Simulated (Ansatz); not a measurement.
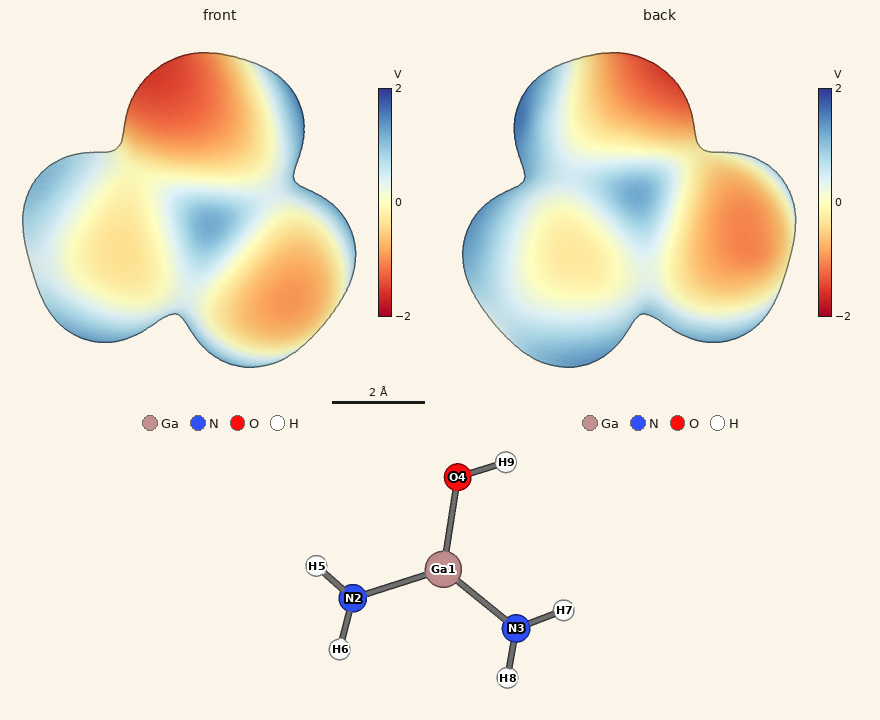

Figure 1: GaH₅N₂O (SMILES [NH2][Ga]([NH2])[OH]). The electrostatic potential painted on the density surface at 0.001 e/bohr³, seen from the front and from behind; the colour scale runs from red (negative) to blue (positive). The bare structure is drawn below in the same view.

Geometry: PBE0-D4/def2-SVP.

These are results of isolated molecule in a Gaussian basis; Kohn-Sham density functional theory, functional PBE0 (Ansatz), not measurements.

```tsv
atom	x (Å)	y (Å)	z (Å)
Ga	0.2436	0.0047	0.0426
N	0.0374	1.5603	-0.8575
N	-1.1310	-1.1201	0.4224
O	1.9154	-0.3719	0.5510
H	0.7856	2.2424	-0.8621
H	-0.8642	2.0042	-0.9744
H	-0.9747	-2.0769	0.7137
H	-2.0278	-1.0285	-0.0386
H	2.0156	-1.2141	1.0028
```

### Describe the electrostatic potential map.

The most negative region (about −1.5 V, or −35 kcal/mol for a unit charge) lies over O4, the most positive (about +1.6 V, or +37 kcal/mol for a unit charge) over H9. O4 is the likeliest acceptor of a hydrogen bond.
